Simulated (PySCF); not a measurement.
**B2SiH5Br (SMILES BB[SiH2]Br) at TPSSh/cc-pVDZ**

Aim: the vertical ionisation energy of B2SiH5Br at TPSSh/cc-pVDZ, from 2 runs. Input form: a Python script.

The results are computed with PySCF 2.14.0.

## 1. The molecule

B2SiH5Br: 9 atoms, total charge 0, spin state singlet. SMILES: `BB[SiH2]Br`. Geometry: relaxed at GFN2-xTB. This is one conformer, not always the lowest.

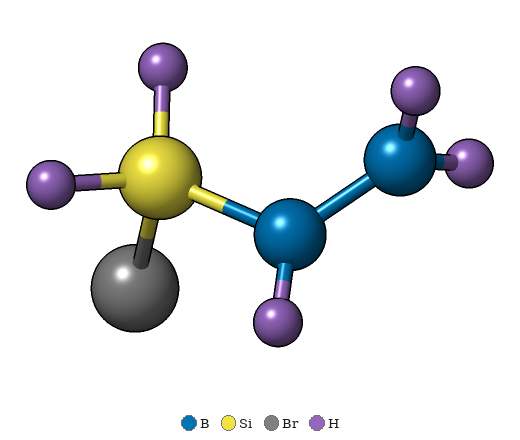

Viewed from a chosen angle; boron blue, silicon yellow, bromine grey, hydrogen purple.

## 2. A single-point energy at TPSSh/cc-pVDZ

mol.xyz

```xyz
9

B     -0.312820     1.523660    -0.872530
B      0.327060     0.064470    -0.798740
Si     0.262580    -0.880600     0.917150
Br    -1.150610    -2.614050     0.664300
H      0.305380     2.490320    -0.615520
H     -1.446390     1.727010    -1.101190
H      0.834270    -0.530850    -1.674530
H      1.487310    -1.546500     1.376890
H     -0.306790    -0.233460     2.104180
```

job.py

```python
from pyscf import gto, dft

system = gto.Mole()
system.atom = 'mol.xyz'
system.verbose = 3
system.basis = 'cc-pvdz'
system.max_memory = 1860
system.build()

ks = dft.RKS(system, xc='tpssh')
ks.grids.level = 7
ks.conv_tol = 1e-10
ks.kernel()
if not ks.converged:
    ks = ks.newton().run(ks.mo_coeff, ks.mo_occ)

etot = ks.e_tot
print('E(%s) = %.9f' % ('TPSSH', etot))
```

On the command line:

```sh
$ OMP_NUM_THREADS=1 python job.py
```

Log:

```text
converged SCF energy = -2916.25150205097
E(TPSSH) = -2916.251502051
```

Run time: 1.7 min. Hardware: 1 thread of Arm Neoverse V1, shared host; peak memory 0.55 GiB.

## 3. The doublet cation at the same level

Edit mol.xyz of step 2 so:

```diff
@@ -1,3 +1,3 @@
 9
-
+B2BrH5Si
 B     -0.312820     1.523660    -0.872530
```

input.py

```python
from pyscf import gto, dft

mol = gto.M(
    atom='mol.xyz',
    basis='cc-pvdz',
    spin=1,
    verbose=4,
    max_memory=1860,
    charge=1,
)

calc0 = dft.UKS(mol, xc='tpssh')
calc0.grids.level = 7
calc0.conv_tol = 1e-10
calc0.kernel()
if not calc0.converged:
    calc0 = calc0.newton().run(calc0.mo_coeff, calc0.mo_occ)

e_final = calc0.e_tot
print('Final energy', e_final)
```

On the command line:

```sh
$ OMP_NUM_THREADS=1 python input.py
```

Log:

```text
PySCF version 2.14.0

[INPUT] num. atoms = 9
[INPUT] num. electrons = 63
[INPUT] charge = 1
[INPUT] spin (= nelec alpha-beta = 2S) = 1
[INPUT] symmetry False subgroup None
[INPUT] Mole.unit = angstrom
[INPUT] Symbol           X                Y                Z      unit          X                Y                Z       unit  Magmom
[INPUT]  1 B     -0.312820000000   1.523660000000  -0.872530000000 AA   -0.591144126286   2.879300106955  -1.648842735467 Bohr   0.0
[INPUT]  2 B      0.327060000000   0.064470000000  -0.798740000000 AA    0.618053826300   0.121830643251  -1.509399844735 Bohr   0.0
[INPUT]  3 Si     0.262580000000  -0.880600000000   0.917150000000 AA    0.496204285788  -1.664092825292   1.733162315145 Bohr   0.0
[INPUT]  4 Br    -1.150610000000  -2.614050000000   0.664300000000 AA   -2.174337776186  -4.939838575919   1.255345064549 Bohr   0.0
[INPUT]  5 H      0.305380000000   2.490320000000  -0.615520000000 AA    0.577084563920   4.706022762527  -1.163164224192 Bohr   0.0
[INPUT]  6 H     -1.446390000000   1.727010000000  -1.101190000000 AA   -2.733280969310   3.263575914385  -2.080947511110 Bohr   0.0
[INPUT]  7 H      0.834270000000  -0.530850000000  -1.674530000000 AA    1.576541813941  -1.003161113225  -3.164403087368 Bohr   0.0
[INPUT]  8 H      1.487310000000  -1.546500000000   1.376890000000 AA    2.810608562327  -2.922461451640   2.601945003652 Bohr   0.0
[INPUT]  9 H     -0.306790000000  -0.233460000000   2.104180000000 AA   -0.579749077755  -0.441175461041   3.976323916787 Bohr   0.0

nuclear repulsion = 259.104093197892
number of shells = 36
number of NR pGTOs = 205
number of NR cGTOs = 98
basis = cc-pvdz
ecp = {}

******** <class 'pyscf.dft.uks.UKS'> ********
method = UKS
initial guess = minao
damping factor = 0
level_shift factor = 0
DIIS = <class 'pyscf.scf.diis.CDIIS'>
diis_start_cycle = 1
diis_space = 8
diis_damp = 0
SCF conv_tol = 1e-10
SCF conv_tol_grad = None
SCF max_cycles = 50
direct_scf = True
direct_scf_tol = 1e-13
number electrons alpha = 32  beta = 31
XC library pyscf.dft.libxc version 7.0.0
    S. Lehtola, C. Steigemann, M. J.T. Oliveira, and M. A.L. Marques.,  SoftwareX 7, 1–5 (2018)
XC functionals = tpssh
radial grids:
    Treutler-Ahlrichs [JCP 102, 346 (1995); DOI:10.1063/1.469408] (M4) radial grids

becke partition: Becke, JCP 88, 2547 (1988); DOI:10.1063/1.454033
pruning grids: <function nwchem_prune>
grids dens level: 7
symmetrized grids: False
atomic radii adjust function: <function treutler_atomic_radii_adjust>
small_rho_cutoff = 0
Set gradient conv threshold to 1e-05
tot grids = 597416
init E= -2915.25854162882
[... the frontier-level lines of each cycle are left out ...]


cycle= 1 E= -2915.8626346249  delta_E= -0.604  |g|= 0.189  |ddm|= 1.83
cycle= 2 E= -2915.81291233049  delta_E= 0.0497  |g|= 0.284  |ddm|= 0.628
cycle= 3 E= -2915.8740689588  delta_E= -0.0612  |g|= 0.133  |ddm|= 0.518
cycle= 4 E= -2915.89050547173  delta_E= -0.0164  |g|= 0.0526  |ddm|= 0.244
cycle= 5 E= -2915.89276569135  delta_E= -0.00226  |g|= 0.00899  |ddm|= 0.0649
cycle= 6 E= -2915.89284138031  delta_E= -7.57e-05  |g|= 0.00388  |ddm|= 0.015
cycle= 7 E= -2915.89285567086  delta_E= -1.43e-05  |g|= 0.00133  |ddm|= 0.0052
cycle= 8 E= -2915.89285790358  delta_E= -2.23e-06  |g|= 0.000461  |ddm|= 0.00283
cycle= 9 E= -2915.8928581935  delta_E= -2.9e-07  |g|= 0.00022  |ddm|= 0.00121
cycle= 10 E= -2915.89285828781  delta_E= -9.43e-08  |g|= 0.000108  |ddm|= 0.000817
cycle= 11 E= -2915.89285832627  delta_E= -3.85e-08  |g|= 4.52e-05  |ddm|= 0.000577
cycle= 12 E= -2915.8928583494  delta_E= -2.31e-08  |g|= 2.77e-05  |ddm|= 0.000652
cycle= 13 E= -2915.89285835661  delta_E= -7.21e-09  |g|= 2.24e-05  |ddm|= 0.000364
cycle= 14 E= -2915.8928583604  delta_E= -3.8e-09  |g|= 6.29e-06  |ddm|= 0.000415
cycle= 15 E= -2915.89285836049  delta_E= -9.14e-11  |g|= 5.21e-06  |ddm|= 6.13e-05
Extra cycle  E= -2915.89285836036  delta_E= 1.35e-10  |g|= 1.37e-05  |ddm|= 2.33e-05
converged SCF energy = -2915.89285836036  <S^2> = 0.75621123  2S+1 = 2.0062016
Final energy -2915.8928583603597
```

Run time: 4.7 min. Hardware: 1 thread of Arm Neoverse V1, shared host; peak memory 0.57 GiB.

## 4. What came out

At TPSSh/cc-pVDZ:

```
                                          quantity           value
                    singlet B2SiH5Br: total energy  -2916.25150 Eh
                   singlet B2SiH5Br: dipole moment          2.02 D
                     singlet B2SiH5Br: HOMO energy        -7.27 eV
                     singlet B2SiH5Br: LUMO energy        -3.06 eV
                   singlet B2SiH5Br: HOMO–LUMO gap         4.21 eV
                      doublet cation: total energy  -2915.89286 Eh
doublet cation: HOMO energy (highest over α and β)       -13.21 eV
 doublet cation: LUMO energy (lowest over α and β)       -12.20 eV
                              doublet cation: ⟨S²⟩           0.756
vertical ionisation energy (to the doublet cation)        9.759 eV
```

**Reading.** The vertical ionisation energy comes to 9.76 eV (225 kcal/mol). −ε(HOMO) before ionisation, 7.27 eV, is 2.49 eV below this ionisation energy. Mulliken charges (singlet B2SiH5Br) run from -0.23 on Br4 to +0.30 on Si3; they depend strongly on the basis. Mulliken charges (doublet cation) run from -0.01 on B2 to +0.31 on Si3.
